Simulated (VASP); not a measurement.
# A VASP study of BP (r2SCAN): structure first, properties next, part 3 of 4

Wanted: the relaxed cell of BP and its properties. The start is a cell from a database of measured crystal structures.

VASP 6.6.1; r2SCAN; plane waves and PAW (B, P).

So far, gap on the k-mesh (eV): step 2 (full relaxation (r2SCAN)) 1.44; step 5 (total and projected DOS (r2SCAN)) 1.47.

## Step 6: Zone-centre phonons (r2SCAN)

Zone-centre modes test whether the atoms sit at a minimum within this cell. IBRION = 6 takes the force constants from differences of forces between displaced cells, so the forces must be tight.

Input file INCAR:

```
SYSTEM = BP
PREC = Accurate
ENCUT = 420
EDIFF = 1E-08
NELM = 100
ISMEAR = 0
SIGMA = 0.05
LREAL = .FALSE.
ALGO = Normal
METAGGA = R2SCAN
LASPH = .TRUE.
NBANDS = 10
LORBIT = 11
LWAVE = .FALSE.
LCHARG = .FALSE.
KPAR = 2
IBRION = 6
NFREE = 2
POTIM = 0.015
ISIF = 2
NSW = 1
```

Input file POSCAR:

```
BP
1.0
    0.0000000000      2.2664321597      2.2664321597
    2.2664321597      0.0000000000      2.2664321597
    2.2664321597      2.2664321597      0.0000000000
B P
1 1
Direct
    0.0000000000      0.0000000000      0.0000000000
    0.2500000000      0.2500000000      0.2500000000
```

Input file KPOINTS:

```
Automatic mesh
0
Gamma
7 7 7
0 0 0
```

PAW data sets: B and P (PBE family, release 64).

On the command line:

```bash
mpirun -np 2 vasp_std
```

What it wrote:

```text
[... set-up lines as in an earlier step ...]
 entering main loop
       N       E                     dE             d eps       ncg     rms          rms(c)
DAV:   1     0.267187912807E+01    0.26719E+01   -0.37043E+03   400   0.636E+02
[... 2 cycles as in an earlier step ...]
DAV:   4    -0.191740476004E+02   -0.19571E-02   -0.19566E-02   508   0.104E+00
DAV:   5    -0.191740553998E+02   -0.77995E-05   -0.77995E-05   454   0.599E-02    0.796E+00
DAV:   6    -0.173554125520E+02    0.18186E+01   -0.10877E+00   496   0.580E+00    0.481E+00
[... 2 cycles as in an earlier step ...]
DAV:   9    -0.173043562367E+02   -0.30153E-03   -0.62493E-04   472   0.200E-01    0.717E-02
DAV:  10    -0.173044283898E+02   -0.72153E-04   -0.76408E-05   478   0.730E-02    0.221E-02
DAV:  11    -0.173044288362E+02   -0.44639E-06   -0.40886E-06   534   0.148E-02    0.152E-02
DAV:  12    -0.173044298134E+02   -0.97718E-06   -0.32587E-07   462   0.422E-03    0.149E-03
DAV:  13    -0.173044298417E+02   -0.28269E-07   -0.73884E-08   488   0.137E-03    0.129E-03
DAV:  14    -0.173044298210E+02    0.20695E-07   -0.31105E-09   228   0.386E-04    0.129E-04
DAV:  15    -0.173044298063E+02    0.14719E-07   -0.23469E-10   216   0.118E-04    0.182E-04
DAV:  16    -0.173044298118E+02   -0.55852E-08   -0.29615E-11   210   0.431E-05
   1 F= -.17304430E+02 E0= -.17304430E+02  d E =-.106448E-16
 Found     2 degrees of freedom:
 Finite differences POTIM= 0.01500 DOF=   2
 bond charge predicted
       N       E                     dE             d eps       ncg     rms          rms(c)
DAV:   1    -0.173020447941E+02    0.23850E-02   -0.18823E-01  1286   0.312E+00    0.143E-01
DAV:   2    -0.173022368969E+02   -0.19210E-03   -0.23621E-03  1618   0.381E-01    0.545E-02
DAV:   3    -0.173021942135E+02    0.42683E-04   -0.12201E-04  1516   0.744E-02    0.170E-02
DAV:   4    -0.173021968281E+02   -0.26147E-05   -0.18424E-05  1558   0.329E-02    0.515E-03
DAV:   5    -0.173021976707E+02   -0.84260E-06   -0.13877E-06  1400   0.997E-03    0.197E-03
DAV:   6    -0.173021976429E+02    0.27854E-07   -0.49958E-08  1482   0.154E-03    0.895E-04
DAV:   7    -0.173021976335E+02    0.94151E-08   -0.48668E-09   740   0.582E-04
   2 F= -.17302198E+02 E0= -.17302198E+02  d E =-.124982E-16
[...]
3 F= -.17302198E+02 E0= -.17302198E+02  d E =-.124906E-16
[...]
4 F= -.17302198E+02 E0= -.17302198E+02  d E =-.124882E-16
 Finite differences progress:
  Degree of freedom:   2/  2
  Displacement:        1/  2
  Total:               3/  4
 bond charge predicted
       N       E                     dE             d eps       ncg     rms          rms(c)
DAV:   1    -0.172994043577E+02    0.27932E-02   -0.30162E-01  1280   0.314E+00    0.228E-01
DAV:   2    -0.173019612642E+02   -0.25569E-02   -0.13229E-02  1474   0.874E-01    0.129E-01
DAV:   3    -0.173021733827E+02   -0.21212E-03   -0.21905E-04  1536   0.129E-01    0.331E-02
DAV:   4    -0.173021974398E+02   -0.24057E-04   -0.32677E-05  1462   0.479E-02    0.688E-03
DAV:   5    -0.173021974954E+02   -0.55661E-07   -0.21703E-06  1536   0.107E-02    0.263E-03
DAV:   6    -0.173021974980E+02   -0.25286E-08   -0.40622E-07  1642   0.452E-03    0.869E-04
DAV:   7    -0.173021975168E+02   -0.18859E-07   -0.38855E-08  1392   0.157E-03    0.620E-04
DAV:   8    -0.173021975159E+02    0.93632E-09   -0.77915E-10   708   0.231E-04
   5 F= -.17302198E+02 E0= -.17302198E+02  d E =-.125143E-16
 Finite differences progress:
  Degree of freedom:   2/  2
  Displacement:        2/  2
  Total:               4/  4
```

Elapsed: 40 s, on 2 MPI ranks of Intel Xeon Platinum 8375C at 2.90GHz (Ice Lake), shared host; peak memory 0.27 GiB.

From OUTCAR (step 6):

```text
   NELECT =       8.0000    total number of electrons

 E-fermi :   7.8275

 k-point     1 :       0.0000    0.0000    0.0000
  band No.  band energies     occupation
      1      -8.8599      2.00000
      2       7.3082      2.00000
      3       7.4332      2.00000
      4       7.5559      2.00000
      5      10.9940      0.00000
      6      11.0745      0.00000
      7      11.1580      0.00000
      8      15.4966      0.00000
      9      19.8601      0.00000
    ...

  Total        0.0017268      0.0055038      0.0055038      0.0000000      0.1027104      0.0000000
  in kB        0.1188225      0.3787186      0.3787186      0.0000000      7.0675196      0.0000000
  external PRESSURE =       0.2920866 kB  Pullay stress =       0.0000000 kB

 POSITION                                       TOTAL-FORCE (eV/Angst)
 -----------------------------------------------------------------------------------
      0.00000      0.00000      0.00000        -0.297586      0.000000      0.000000
      1.11822      1.13322      1.13322         0.297586      0.000000      0.000000
 -----------------------------------------------------------------------------------
    total drift:                                0.000032      0.000000      0.000000

  FREE ENERGIE OF THE ION-ELECTRON SYSTEM (eV)
  ---------------------------------------------------
  free  energy   TOTEN  =       -17.3021975159 eV

  energy  without entropy=      -17.3021975159  energy(sigma->0) =      -17.30219752

 Eigenvectors and eigenvalues of the dynamical matrix
 ----------------------------------------------------

   1 f  =   24.597776 THz   154.552388 2PiTHz  820.493506 cm-1   101.728184 meV
             X         Y         Z           dx          dy          dz
      0.000000  0.000000  0.000000    -0.860978    0.000000    0.000000
      1.133216  1.133216  1.133216     0.508641    0.000000    0.000000

   2 f  =   24.597776 THz   154.552388 2PiTHz  820.493506 cm-1   101.728184 meV
             X         Y         Z           dx          dy          dz
      0.000000  0.000000  0.000000     0.000000    0.860978    0.000000
      1.133216  1.133216  1.133216     0.000000   -0.508641    0.000000

   3 f  =   24.597776 THz   154.552388 2PiTHz  820.493506 cm-1   101.728184 meV
             X         Y         Z           dx          dy          dz
      0.000000  0.000000  0.000000     0.000000    0.000000    0.860978
      1.133216  1.133216  1.133216     0.000000    0.000000   -0.508641

   4 f/i=    0.000367 THz     0.002306 2PiTHz    0.012242 cm-1     0.001518 meV
             X         Y         Z           dx          dy          dz
      0.000000  0.000000  0.000000    -0.508641    0.000000    0.000000
      1.133216  1.133216  1.133216    -0.860978    0.000000    0.000000

   5 f/i=    0.000367 THz     0.002306 2PiTHz    0.012242 cm-1     0.001518 meV
             X         Y         Z           dx          dy          dz
      0.000000  0.000000  0.000000     0.000000    0.000000   -0.508641
      1.133216  1.133216  1.133216     0.000000    0.000000   -0.860978

   6 f/i=    0.000367 THz     0.002306 2PiTHz    0.012242 cm-1     0.001518 meV
             X         Y         Z           dx          dy          dz
      0.000000  0.000000  0.000000     0.000000   -0.508641    0.000000
      1.133216  1.133216  1.133216     0.000000   -0.860978    0.000000

 ELASTIC MODULI CONTR FROM IONIC RELAXATION (kBar)
 Direction    XX          YY          ZZ          XY          YZ          ZX
 --------------------------------------------------------------------------------
 XX          -0.0000     -0.0000     -0.0000     -0.0000     -0.0000     -0.0000
 YY          -0.0000     -0.0000     -0.0000     -0.0000     -0.0000      0.0000
 ZZ          -0.0000     -0.0000     -0.0000     -0.0000     -0.0000     -0.0000
 XY          -0.0000     -0.0000     -0.0000   -162.7749     -0.0000      0.0000
 YZ          -0.0000     -0.0000     -0.0000     -0.0000   -162.7749      0.0000
 ZX          -0.0000      0.0000     -0.0000      0.0000      0.0000   -162.7749
 --------------------------------------------------------------------------------

[... 8 parts as in an earlier step ...]

[... 9 further parts left out ...]
```

CONTCAR:

```
BP
   1.00000000000000
     0.0000000000000000    2.2664321596999999    2.2664321596999999
     2.2664321596999999    0.0000000000000000    2.2664321596999999
     2.2664321596999999    2.2664321596999999    0.0000000000000000
  B               P
     1     1
Direct
     0.0000000000000000    0.0000000000000000    0.0000000000000000
     0.2533091658922598    0.2466908341077402    0.2466908341077402
```

The last energy, forces, stress and levels in OUTCAR belong to the last displaced cell, not to the cell of POSCAR.

Numbers from this step:

* bands: 10
* irreducible k-points: 20
* pressure of the cell: 0.008453 GPa
* largest force of the cell: 0 eV/Å

Transverse limit, no LO-TO splitting. Modes at Γ, with each element's share of the kinetic energy:

```
mode  frequency (cm⁻¹)  symmetry  B %  P %
   1               0.0  acoustic   26   74
   2               0.0  acoustic   26   74
   3               0.0  acoustic   26   74
   4             820.5        T2   74   26
   5             820.5        T2   74   26
   6             820.5        T2   74   26
```

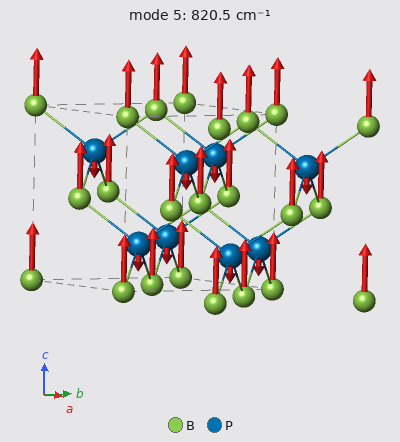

Displacement patterns of mode 5 at Γ; arrows are exaggerated. Bonds to atoms that aren't drawn are left out. 2×1×1 conventional cells are drawn. Some periodic images of atoms are drawn too.

The three acoustic modes come out at zero, and all others are real. By the characters of their eigenvectors the optical modes sort into (cm⁻¹) Raman active: T2 820; infrared active: T2 820.

## Step 7: Volume scan with r2SCAN

An equation of state needs energies on both sides of the minimum, all on one mesh and cutoff.

Edit INCAR of step 6 so:

```diff
@@ -3,3 +3,3 @@
 ENCUT = 420
-EDIFF = 1E-08
+EDIFF = 1E-06
 NELM = 100
@@ -16,6 +16,2 @@
 KPAR = 2
-IBRION = 6
-NFREE = 2
-POTIM = 0.015
 ISIF = 2
-NSW = 1
```

Input file POSCAR:

```
BP
1.0
    0.0000000000      2.2201654600      2.2201654600
    2.2201654600      0.0000000000      2.2201654600
    2.2201654600      2.2201654600      0.0000000000
B P
1 1
Direct
    0.0000000000      0.0000000000      0.0000000000
    0.2500000000      0.2500000000      0.2500000000
```

KPOINTS is that of step 6.

On the command line:

```bash
mpirun -np 2 vasp_std
```

What it wrote:

```text
[... set-up lines as in an earlier step ...]
 entering main loop
       N       E                     dE             d eps       ncg     rms          rms(c)
DAV:   1     0.228828069700E-01    0.22883E-01   -0.37007E+03   400   0.634E+02
DAV:   2    -0.188010705884E+02   -0.18824E+02   -0.18247E+02   552   0.103E+02
DAV:   3    -0.192223274031E+02   -0.42126E+00   -0.42036E+00   512   0.141E+01
DAV:   4    -0.192236223013E+02   -0.12949E-02   -0.12948E-02   472   0.860E-01
DAV:   5    -0.192236276293E+02   -0.53281E-05   -0.53280E-05   508   0.509E-02    0.869E+00
DAV:   6    -0.173224126029E+02    0.19012E+01   -0.12318E+00   480   0.637E+00    0.522E+00
DAV:   7    -0.172582598828E+02    0.64153E-01   -0.27422E-01   480   0.299E+00    0.151E+00
DAV:   8    -0.172546620540E+02    0.35978E-02   -0.18647E-02   504   0.106E+00    0.198E-01
DAV:   9    -0.172549519906E+02   -0.28994E-03   -0.82347E-04   458   0.216E-01    0.785E-02
DAV:  10    -0.172550183796E+02   -0.66389E-04   -0.81865E-05   464   0.706E-02    0.210E-02
DAV:  11    -0.172550182411E+02    0.13846E-06   -0.53955E-06   514   0.154E-02
   1 F= -.17255018E+02 E0= -.17255018E+02  d E =-.250712E-19
```

The job ended after 5.6 s (2 MPI ranks; peak memory 0.24 GiB).

From OUTCAR (step 7):

```text
   ENCUT  =  420.0 eV  30.87 Ry    5.56 a.u.   5.25  5.25  5.25*2*pi/ulx,y,z

   NELECT =       8.0000    total number of electrons

 E-fermi :   8.4894

 k-point     1 :       0.0000    0.0000    0.0000
  band No.  band energies     occupation
      1      -8.6893      2.00000
      2       8.1859      2.00000
      3       8.1859      2.00000
      4       8.1859      2.00000
      5      11.9331      0.00000
      6      11.9331      0.00000
      7      11.9331      0.00000
      8      17.2644      0.00000
      9      21.0200      0.00000
    ...

  Total        1.6159121      1.6159121      1.6159121     -0.0000000      0.0000000     -0.0000000
  in kB      118.2884403    118.2884403    118.2884403     -0.0000000      0.0000000     -0.0000000
  external PRESSURE =     118.2884403 kB  Pullay stress =       0.0000000 kB

 POSITION                                       TOTAL-FORCE (eV/Angst)
 -----------------------------------------------------------------------------------
      0.00000      0.00000      0.00000         0.000000      0.000000     -0.000000
      1.11008      1.11008      1.11008        -0.000000     -0.000000      0.000000
 -----------------------------------------------------------------------------------
    total drift:                                0.000000      0.000000      0.000000

  FREE ENERGIE OF THE ION-ELECTRON SYSTEM (eV)
  ---------------------------------------------------
  free  energy   TOTEN  =       -17.2550182411 eV

  energy  without entropy=      -17.2550182411  energy(sigma->0) =      -17.25501824

[... 4 parts as in an earlier step ...]

[... 12 further parts left out ...]
```

The scan keeps the cell's shape and the fractional positions fixed.

A gap read on the k-mesh alone can miss the band edges.

This step gave:

| Property | Result |
| --- | --- |
| free energy (TOTEN) | -17.26 eV |
| Fermi energy | 8.489 eV |
| pressure | 11.83 GPa |
| conduction bottom at k | 0.4286, 0.4286, 0 |
| gap on the k-mesh | 1.345 eV |
| least direct gap on the k-mesh | 3.747 eV |

The pressure here is 11.83 GPa.

## Step 8: Volume scan with r2SCAN (run 2)

INCAR is that of step 7.

Input file POSCAR:

```
BP
1.0
    0.0000000000      2.2358009432      2.2358009432
    2.2358009432      0.0000000000      2.2358009432
    2.2358009432      2.2358009432      0.0000000000
B P
1 1
Direct
    0.0000000000      0.0000000000      0.0000000000
    0.2500000000      0.2500000000      0.2500000000
```

KPOINTS is that of step 7.

On the command line:

```bash
mpirun -np 2 vasp_std
```

What it wrote:

```text
[... set-up lines as in an earlier step ...]
 entering main loop
       N       E                     dE             d eps       ncg     rms          rms(c)
DAV:   1     0.315609515735E+01    0.31561E+01   -0.36899E+03   408   0.629E+02
DAV:   2    -0.186267750960E+02   -0.21783E+02   -0.20777E+02   570   0.109E+02
DAV:   3    -0.192140984035E+02   -0.58732E+00   -0.58598E+00   488   0.159E+01
DAV:   4    -0.192162164952E+02   -0.21181E-02   -0.21178E-02   480   0.115E+00
DAV:   5    -0.192162251186E+02   -0.86234E-05   -0.86233E-05   482   0.707E-02    0.844E+00
DAV:   6    -0.173447580812E+02    0.18715E+01   -0.11813E+00   480   0.617E+00    0.508E+00
DAV:   7    -0.172861604310E+02    0.58598E-01   -0.25541E-01   478   0.287E+00    0.148E+00
DAV:   8    -0.172827166967E+02    0.34437E-02   -0.18507E-02   506   0.104E+00    0.189E-01
DAV:   9    -0.172830104911E+02   -0.29379E-03   -0.75206E-04   442   0.210E-01    0.764E-02
DAV:  10    -0.172830793268E+02   -0.68836E-04   -0.78837E-05   470   0.709E-02    0.214E-02
DAV:  11    -0.172830794310E+02   -0.10426E-06   -0.50443E-06   508   0.153E-02
   1 F= -.17283079E+02 E0= -.17283079E+02  d E =-.112253E-11
```

Elapsed: 5.6 s, on 2 MPI ranks; peak memory 0.24 GiB; 10 s of CPU time.

OUTCAR, selected parts (step 8):

```text
   ENCUT  =  420.0 eV  30.87 Ry    5.56 a.u.   5.28  5.28  5.28*2*pi/ulx,y,z

   NELECT =       8.0000    total number of electrons

 E-fermi :   8.1452

 k-point     1 :       0.0000    0.0000    0.0000
  band No.  band energies     occupation
      1      -8.7484      2.00000
      2       7.9260      2.00000
      3       7.9260      2.00000
      4       7.9260      2.00000
      5      11.6359      0.00000
      6      11.6359      0.00000
      7      11.6359      0.00000
      8      16.6563      0.00000
      9      20.6756      0.00000
    ...

  Total        1.0478471      1.0478471      1.0478471      0.0000000      0.0000000      0.0000000
  in kB       75.1067716     75.1067716     75.1067716      0.0000000      0.0000000      0.0000000
  external PRESSURE =      75.1067716 kB  Pullay stress =       0.0000000 kB

 POSITION                                       TOTAL-FORCE (eV/Angst)
 -----------------------------------------------------------------------------------
      0.00000      0.00000      0.00000         0.000000      0.000000      0.000000
      1.11790      1.11790      1.11790        -0.000000     -0.000000     -0.000000
 -----------------------------------------------------------------------------------
    total drift:                                0.000000      0.000000      0.000000

  FREE ENERGIE OF THE ION-ELECTRON SYSTEM (eV)
  ---------------------------------------------------
  free  energy   TOTEN  =       -17.2830794310 eV

  energy  without entropy=      -17.2830794310  energy(sigma->0) =      -17.28307943

[... 4 parts as in an earlier step ...]

[... 12 further parts left out ...]
```

Numbers from this step:

| Quantity | Value |
| --- | --- |
| free energy (TOTEN) | -17.28 eV |
| Fermi energy | 8.145 eV |
| pressure | 7.511 GPa |
| gap on the k-mesh | 1.378 eV |
| least direct gap on the k-mesh | 3.710 eV |

The pressure falls from 11.83 to 7.51 GPa.

The run ends at a pressure of 7.51 GPa.

## Step 9: Volume scan with r2SCAN (run 3)

INCAR is that of step 8.

Input file POSCAR:

```
BP
1.0
    0.0000000000      2.2512207473      2.2512207473
    2.2512207473      0.0000000000      2.2512207473
    2.2512207473      2.2512207473      0.0000000000
B P
1 1
Direct
    0.0000000000      0.0000000000      0.0000000000
    0.2500000000      0.2500000000      0.2500000000
```

KPOINTS is that of step 8.

On the command line:

```bash
mpirun -np 2 vasp_std
```

What it wrote:

```text
[... set-up lines as in an earlier step ...]
 entering main loop
       N       E                     dE             d eps       ncg     rms          rms(c)
DAV:   1    -0.191429721994E+00   -0.19143E+00   -0.35904E+03   400   0.620E+02
DAV:   2    -0.188023210911E+02   -0.18611E+02   -0.17713E+02   560   0.103E+02
DAV:   3    -0.191980993401E+02   -0.39578E+00   -0.39480E+00   498   0.141E+01
DAV:   4    -0.191994125027E+02   -0.13132E-02   -0.13130E-02   522   0.908E-01
[...]
DAV:   9    -0.172991435726E+02   -0.29997E-03   -0.68646E-04   458   0.205E-01    0.739E-02
DAV:  10    -0.172992143576E+02   -0.70785E-04   -0.77633E-05   484   0.721E-02    0.218E-02
DAV:  11    -0.172992146307E+02   -0.27314E-06   -0.44948E-06   518   0.149E-02
   1 F= -.17299215E+02 E0= -.17299215E+02  d E =-.208621E-14
```

Run time: 5.6 s. Hardware: 2 MPI ranks; peak memory 0.24 GiB.

OUTCAR, selected parts (step 9):

```text
  Total        0.5105445      0.5105445      0.5105445     -0.0000000     -0.0000000     -0.0000000
  in kB       35.8475853     35.8475853     35.8475853     -0.0000000     -0.0000000     -0.0000000
  external PRESSURE =      35.8475853 kB  Pullay stress =       0.0000000 kB

 POSITION                                       TOTAL-FORCE (eV/Angst)
 -----------------------------------------------------------------------------------
      0.00000      0.00000      0.00000         0.000000      0.000000      0.000000
      1.12561      1.12561      1.12561        -0.000000     -0.000000     -0.000000
 -----------------------------------------------------------------------------------
    total drift:                                0.000000      0.000000      0.000000

  FREE ENERGIE OF THE ION-ELECTRON SYSTEM (eV)
  ---------------------------------------------------
  free  energy   TOTEN  =       -17.2992146307 eV

  energy  without entropy=      -17.2992146307  energy(sigma->0) =      -17.29921463

[... 1 part as in an earlier step ...]

[... 2 further parts left out ...]
[key lines of the parts left out:]
E-fermi :   7.9272
```

The pressure falls from 7.51 to 3.58 GPa.

The run ends at a pressure of 3.58 GPa.

[end of part 3 of 4]

[Lines on the potential files, build, host, timing and source positions are cut from VASP's logs without a mark.]

[Logs are printed without paths, hosts, clocks, repeated set-up lines and the standing remarks that a program may print on its own settings, such as how far it seeks lower states.]

[Hosts, paths, dates, database ids (printed as entryN), source tags and the programs' standing remarks are cut or masked in the printed files.]

[Measured values are set beside computed ones only where the two were judged alike; some that the calculation misses by far are left out.]
